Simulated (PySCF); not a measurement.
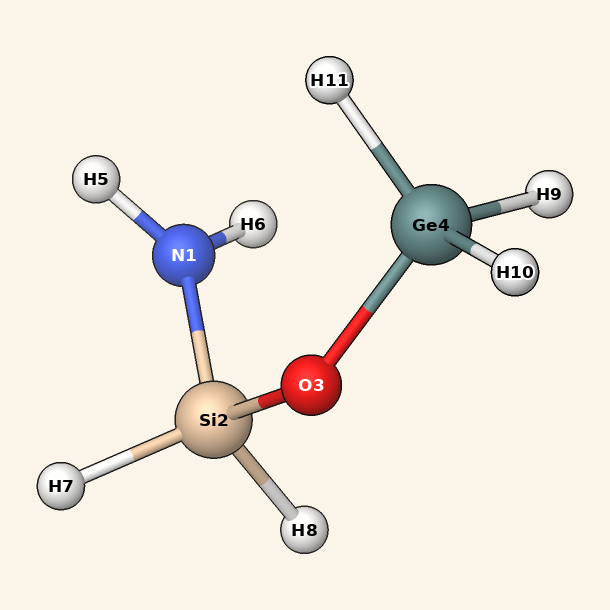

Computed geometry: PBE0-D3(BJ)/def2-SVP optimisation. No frequency run is at hand to confirm it as a minimum. Properties computed with delta-SCF UKS SCAN, pcX-2 on the ionised atom, pcseg-1 elsewhere, spin-free X2C (PySCF 2.14.0).

Give the core-electron binding energies (to vacuum; p and d levels without spin–orbit splitting) of N1 1s, Si2 1s, Si2 2p, O3 1s.

```tsv
atom	level	binding energy (eV)
N1	1s	404.7
Si2	1s	1847.2
Si2	2p	107.4
O3	1s	537.1
```
